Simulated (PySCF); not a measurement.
C₂H₉FN₂Si₂

The calculation's input:

```
{"job": {"kind": "nmr", "xc": "PBE0", "basis": "pcSseg-1"}, "charge": 0, "multiplicity": 1}
C      2.416613     1.372621     0.895969
N      1.405133     0.729670     0.499161
N      1.542619    -0.468664    -0.078259
Si     0.185184    -1.272746    -0.804452
F      0.696731    -2.810377    -0.748689
Si    -1.682768    -0.909899     0.489922
C     -2.089256     0.942890     0.533727
H      2.251706     2.323704     1.368690
H      3.444119     1.016649     0.788746
H      2.499734    -0.811567    -0.187076
H      0.198757    -1.047401    -2.253494
H     -2.836986    -1.642100    -0.064646
H     -1.530603    -1.394244     1.872700
H     -2.341994     1.318046    -0.454433
H     -2.930570     1.150804     1.188221
H     -1.236016     1.511560     0.892030
```

Command:

```sh
OMP_NUM_THREADS=1 python probes_run.py task.json out
```

Geometry: GFN2-xTB.

The calculation used PySCF, PBE0/pcSseg-1, SCF density, gas phase, non-relativistic.

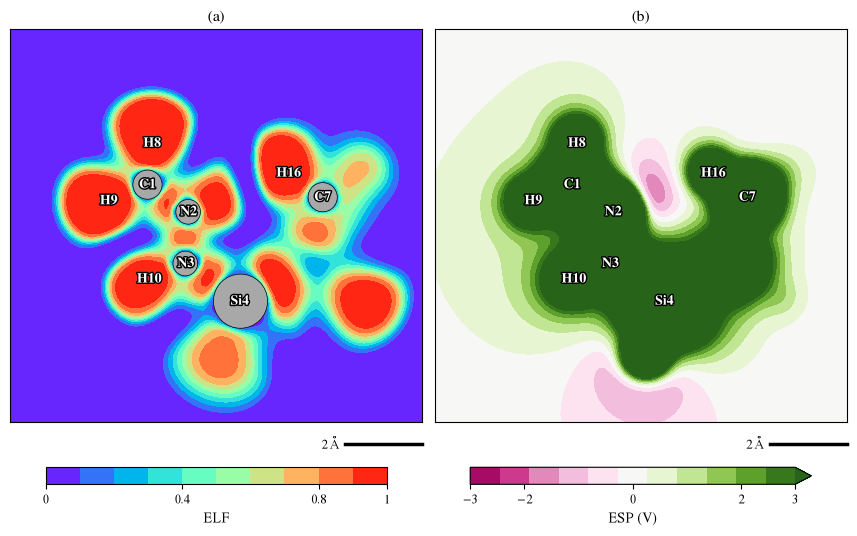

Figure 1. (a) ELF; (b) molecular electrostatic potential on the plane of atoms C1, N2 and N3. Grey discs cover the atomic cores in the ELF map.

**Interpret the plot.**

Atoms in the plane: C, N, Si and H. C–N (1.26 Å): the ELF peaks at about 0.90 between the atoms; a short, multiple covalent bond. N–N (1.34 Å): the ELF peaks at about 0.90 between the atoms (a covalent bond). Si–N (1.74 Å): the ELF peaks at about 0.95 between the atoms (a polar covalent bond). N–H (1.02 Å): the ELF climbs to about 1 towards the hydrogen, as it does in any bond to H (an ordinary covalent bond to hydrogen). The ELF also peaks beside F5, away from the bonds: lone-pair regions. Outside the dense part of the molecule the potential is most negative (−1.7 V) near N2.

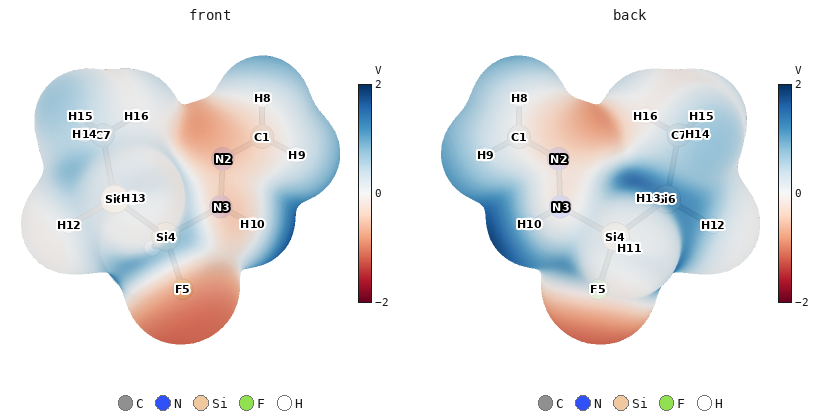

Figure 2. The molecular electrostatic potential painted on the density surface at 0.002 e/bohr³, seen from the front and from behind; red is negative and blue positive.

**Where is the surface potential most negative and most positive?**

The most negative region (about −1.1 V, or −25 kcal/mol for a unit charge) lies over F5, the most positive (about +1.7 V, or +39 kcal/mol for a unit charge) over H10.

**What dipole moment does the calculation give?**

Its dipole moment is 1.75 D.
